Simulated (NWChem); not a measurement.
**Run report: C3H5Cl, single-point calculation (part 1 of 3)**

System: C3H5Cl, SMILES C=C(C)Cl.
Method: CCSD(T)/def2-SVPD, RHF (NWChem 7.3.0).

The geometry comes from this level: PBE0-D4/def2-TZVP.

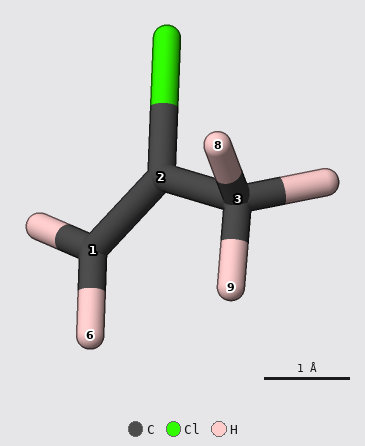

**Figure 1.** The input geometry (stick view, seen at a tilt; atoms are numbered from 1 in the order of the input). Bond lengths as drawn: C–C 1.32 to 1.49 Å, C–Cl 1.74 Å and C–H 1.08 to 1.09 Å.

Summary

```tsv
quantity	value
outcome	converged
total energy	−576.417568 hartree
SCF energy	−575.774149 hartree
MP2 energy	−576.350449 hartree
CCSD energy	−576.395025 hartree
correlation energy	−0.643419 hartree
(T) correction	−0.022543 hartree
basis functions	127
HOMO of the SCF reference	−9.92 eV
LUMO of the SCF reference	2.58 eV
hardware	1 thread of Intel Xeon (Granite Rapids), 12 GiB of memory available, shared host
wall time	4.9 min
peak memory	0.56 GiB
```

Input file
```
start a
title "C3H5Cl ccsd(t)"
memory total 2200 mb

geometry units au noautosym nocenter noautoz
   C     -0.43711255     2.46091474    -0.89603254
   C     -0.36004952    -0.03705753    -0.80753666
   C      0.61064610    -1.60065472     1.31421003
   Cl    -1.46869514    -1.79866022    -3.35146708
   H     -1.17465376     3.46691045    -2.51463966
   H      0.25596340     3.54917022     0.69360508
   H     -0.86882048    -2.84923456     2.03355318
   H      2.16953787    -2.79807968     0.68066045
   H      1.27320298    -0.39332760     2.84766609
end

basis "ao basis" spherical bse
   * library def2-SVPD
end

scf
   nopen 0
   rhf
   thresh 1e-08
   maxiter 80
end

ccsd
   freeze core 8
   maxiter 60
end

task ccsd(t) energy
```

Command:
```bash
nwchem a.nw > a.out
```

Output
```
Northwest Computational Chemistry Package (NWChem) 7.3.0
             --------------------------------------------------------

           Job information
           ---------------

    nwchem branch   = 7.3.0
    use scalapack   = T
    input           = a.nw
    prefix          = a.
    data base       = ./a.db
    status          = startup
    nproc           =        1

           Memory information
           ------------------

    heap     =     72089596 doubles =      550.0 Mbytes
    stack    =     72089601 doubles =      550.0 Mbytes
    global   =    144179200 doubles =     1100.0 Mbytes (distinct from heap & stack)
    total    =    288358397 doubles =     2200.0 Mbytes
    verify   = yes
    hardfail = no

           Directory information
           ---------------------

  0 permanent = .
  0 scratch   = .

                                NWChem Input Module
                                -------------------

                                  C3H5Cl ccsd(t)
                                  --------------

                             Geometry "geometry" -> ""
                             -------------------------

 Output coordinates in a.u. (scale by  1.000000000 to convert to a.u.)

  No.       Tag          Charge          X              Y              Z
 ---- ---------------- ---------- -------------- -------------- --------------
    1 C                    6.0000    -0.43711255     2.46091474    -0.89603254
    2 C                    6.0000    -0.36004952    -0.03705753    -0.80753666
    3 C                    6.0000     0.61064610    -1.60065472     1.31421003
    4 Cl                  17.0000    -1.46869514    -1.79866022    -3.35146708
    5 H                    1.0000    -1.17465376     3.46691045    -2.51463966
    6 H                    1.0000     0.25596340     3.54917022     0.69360508
    7 H                    1.0000    -0.86882048    -2.84923456     2.03355318
    8 H                    1.0000     2.16953787    -2.79807968     0.68066045
    9 H                    1.0000     1.27320298    -0.39332760     2.84766609

      Atomic Mass
      -----------

      C                 12.000000
      Cl                34.968850
      H                  1.007825

 Effective nuclear repulsion energy (a.u.)     149.7723815337

            Nuclear Dipole moment (a.u.)
            ----------------------------
        X                 Y               Z
 ---------------- ---------------- ----------------
   -24.4316831900   -24.6625699700   -55.5702502400

            XYZ format geometry
            -------------------
     9
 geometry
 C                    -0.23131002     1.30226009    -0.47416003
 C                    -0.19053001    -0.01961000    -0.42733003
 C                     0.32314002    -0.84703006     0.69545005
 Cl                   -0.77720005    -0.95181007    -1.77352013
 H                    -0.62160005     1.83461013    -1.33069010
 H                     0.13545001     1.87814013     0.36704003
 H                    -0.45976003    -1.50775011     1.07611008
 H                     1.14807008    -1.48068011     0.36019002
 H                     0.67375005    -0.20814002     1.50692011

 ==============================================================================
                                internuclear distances
 ------------------------------------------------------------------------------
       center one      |      center two      | atomic units |       a.u.
 ------------------------------------------------------------------------------
    2 C                |   1 C                |     2.50073  |     2.50073
    3 C                |   2 C                |     2.80872  |     2.80872
    4 Cl               |   2 C                |     3.28693  |     3.28693
    5 H                |   1 C                |     2.04350  |     2.04350
    6 H                |   1 C                |     2.04734  |     2.04734
    7 H                |   3 C                |     2.06524  |     2.06524
    8 H                |   3 C                |     2.06527  |     2.06527
    9 H                |   3 C                |     2.06109  |     2.06109
 ------------------------------------------------------------------------------
                         number of included internuclear distances:          8
 ==============================================================================

 ==============================================================================
                                 internuclear angles
 ------------------------------------------------------------------------------
        center 1       |       center 2       |       center 3       |  degrees
 ------------------------------------------------------------------------------
    2 C                |   1 C                |   5 H                |   122.07
    2 C                |   1 C                |   6 H                |   119.54
    5 H                |   1 C                |   6 H                |   118.39
    1 C                |   2 C                |   3 C                |   126.40
    1 C                |   2 C                |   4 Cl               |   119.84
    3 C                |   2 C                |   4 Cl               |   113.76
    2 C                |   3 C                |   7 H                |   110.62
    2 C                |   3 C                |   8 H                |   110.60
    2 C                |   3 C                |   9 H                |   110.31
    7 H                |   3 C                |   8 H                |   107.28
    7 H                |   3 C                |   9 H                |   108.98
    8 H                |   3 C                |   9 H                |   108.98
 ------------------------------------------------------------------------------
                            number of included internuclear angles:         12
 ==============================================================================

 Summary of "ao basis" -> "" (spherical)
 ------------------------------------------------------------------------------
       Tag                 Description            Shells   Functions and Types
 ---------------- ------------------------------  ------  ---------------------
 *                         def2-SVPD                  on all atoms

                      Basis "ao basis" -> "ao basis" (spherical)
                      -----
  [basis functions not shown]

 Summary of "ao basis" -> "ao basis" (spherical)
 ------------------------------------------------------------------------------
       Tag                 Description            Shells   Functions and Types
 ---------------- ------------------------------  ------  ---------------------
 C                         def2-SVPD                 8       20   4s2p2d
 Cl                        def2-SVPD                11       27   5s4p2d
 H                         def2-SVPD                 4        8   2s2p

                                 NWChem SCF Module
                                 -----------------

                                  C3H5Cl ccsd(t)

  ao basis        = "ao basis"
  functions       =   127
  atoms           =     9
  closed shells   =    20
  open shells     =     0
  charge          =   0.00
  wavefunction    = RHF
  input vectors   = atomic
  output vectors  = ./a.movecs
  use symmetry    = F
  symmetry adapt  = F

 Summary of "ao basis" -> "ao basis" (spherical)
 ------------------------------------------------------------------------------
       Tag                 Description            Shells   Functions and Types
 ---------------- ------------------------------  ------  ---------------------
 C                         def2-SVPD                 8       20   4s2p2d
 Cl                        def2-SVPD                11       27   5s4p2d
 H                         def2-SVPD                 4        8   2s2p

 Forming initial guess at       0.1s

      Superposition of Atomic Density Guess
      -------------------------------------

 Sum of atomic energies:        -574.70115606

      Non-variational initial energy
      ------------------------------

 Total energy =    -576.961061
 1-e energy   =   -1085.399770
 2-e energy   =     358.666328
 HOMO         =      -0.293320
 LUMO         =       0.022370

 Starting SCF solution at       0.3s

 ----------------------------------------------
         Quadratically convergent ROHF

 Convergence threshold     :          1.000E-08
 Maximum no. of iterations :           80
 Final Fock-matrix accuracy:          1.000E-10
 ----------------------------------------------

              iter       energy          gnorm     gmax       time
             ----- ------------------- --------- --------- --------
                 1     -575.7207989346  7.69D-01  1.48D-01      1.5
                 2     -575.7643677937  3.73D-01  6.99D-02      2.7
                 3     -575.7740944235  1.84D-02  3.40D-03      5.9
                 4     -575.7741485663  2.87D-04  3.97D-05     11.2
                 5     -575.7741485776  2.36D-08  4.76D-09     21.1
                 6     -575.7741485776  8.86D-10  1.15D-10     25.3

       Final RHF  results
       ------------------

         Total SCF energy =   -575.774148577591
      One-electron energy =  -1088.251665577994
      Two-electron energy =    362.705135466722
 Nuclear repulsion energy =    149.772381533681

        Time for solution =     25.0s

             Final eigenvalues
             -----------------

              1
    1 -104.8065
    2  -11.3083
    3  -11.2475
    4  -11.2437
    5  -10.5654
    6   -8.0406
    7   -8.0373
    8   -8.0372
    9   -1.1655
   10   -1.0261
   11   -0.9535
   12   -0.7397
   13   -0.6486
   14   -0.6292
   15   -0.5982
   16   -0.5495
   17   -0.5189
   18   -0.4902
   19   -0.4504
   20   -0.3645
   21    0.0949
   22    0.1183
   23    0.1222
   24    0.1262
   25    0.1540
   26    0.1592
   27    0.1643
   28    0.1922
   29    0.2100
   30    0.2261

                       ROHF Final Molecular Orbital Analysis
                       -------------------------------------

 Vector    9  Occ=2.000000D+00  E=-1.165510D+00
              MO Center= -4.6D-01, -4.4D-01, -1.0D+00, r^2= 1.6D+00
   Bfn.  Coefficient  Atom+Function         Bfn.  Coefficient  Atom+Function
  ----- ------------  ---------------      ----- ------------  ---------------
    63      0.494368  4 Cl s                 62     -0.377948  4 Cl s
    64      0.344506  4 Cl s                 22      0.323252  2 C  s
    97      0.168335  6 H  s                 21     -0.163145  2 C  s
     2      0.155023  1 C  s                 43     -0.155684  3 C  s

 Vector   10  Occ=2.000000D+00  E=-1.026052D+00
              MO Center= -2.6D-01, -2.3D-01, -5.8D-01, r^2= 2.7D+00
   Bfn.  Coefficient  Atom+Function         Bfn.  Coefficient  Atom+Function
  ----- ------------  ---------------      ----- ------------  ---------------
    63      0.452467  4 Cl s                 62     -0.335226  4 Cl s
    64      0.305367  4 Cl s                  2     -0.254282  1 C  s
    42     -0.253957  3 C  s                 22     -0.220064  2 C  s

 Vector   11  Occ=2.000000D+00  E=-9.534715D-01
              MO Center=  5.2D-02, -3.2D-02,  1.2D-01, r^2= 2.5D+00
   Bfn.  Coefficient  Atom+Function         Bfn.  Coefficient  Atom+Function
  ----- ------------  ---------------      ----- ------------  ---------------
    42      0.372066  3 C  s                  2     -0.327406  1 C  s
    26     -0.209300  2 C  py                41     -0.185991  3 C  s
     1      0.167992  1 C  s

 Vector   12  Occ=2.000000D+00  E=-7.397290D-01
              MO Center= -1.8D-01,  3.5D-01, -4.0D-01, r^2= 3.6D+00
   Bfn.  Coefficient  Atom+Function         Bfn.  Coefficient  Atom+Function
  ----- ------------  ---------------      ----- ------------  ---------------
    22      0.342833  2 C  s                  6     -0.239122  1 C  py
    89     -0.233270  5 H  s                 63     -0.209631  4 Cl s
     2     -0.194998  1 C  s                 96     -0.194552  6 H  s
    88     -0.183188  5 H  s                 23      0.176513  2 C  s
    21     -0.155587  2 C  s                 74      0.154845  4 Cl pz
```
